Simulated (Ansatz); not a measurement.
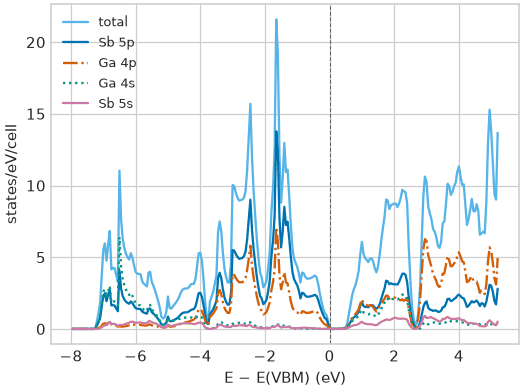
*Total and projected density of states of GaSb in space group Pm-3n (No. 223; Ga on 6c, Sb on 6d), r²SCAN (plane waves, PAW; program Ansatz)*

Question: Which orbitals carry the states next to the gap?

Answer: Top 1 eV of the valence band: Sb 5p 65 %, Ga 4p 31 %. Bottom 1 eV of the conduction band: Ga 4p 34 %, Sb 5p 30 %, Ga 4s 22 %, Sb 5s 8 %. Projections are on Löwdin-orthogonalised atomic valence shells; empty p or d shells of many metals are not among them.

Question: Where is the tallest occupied peak in this window, and what makes it?

Answer: Near -1.6 eV, about 22 states/eV per cell; the largest projected share is Sb 5p.

The start of the workflow was typed in or built on a structure type; neither database checked (COD, Materials Project) lists it. It is not the phase usual at ambient conditions (space group No. 216). The r²SCAN relaxation kept the symmetry of its start; whether a distortion lowers the energy is not shown. The volume moved by 29 % from the start of the relaxation. Spin–orbit coupling is left out wherever it is not named.

Potentials: the earlier of the program's two PAW sets. The files were generated under PBE; for other functionals the program regenerates the frozen cores, and for LDA and PBEsol the local potential too.
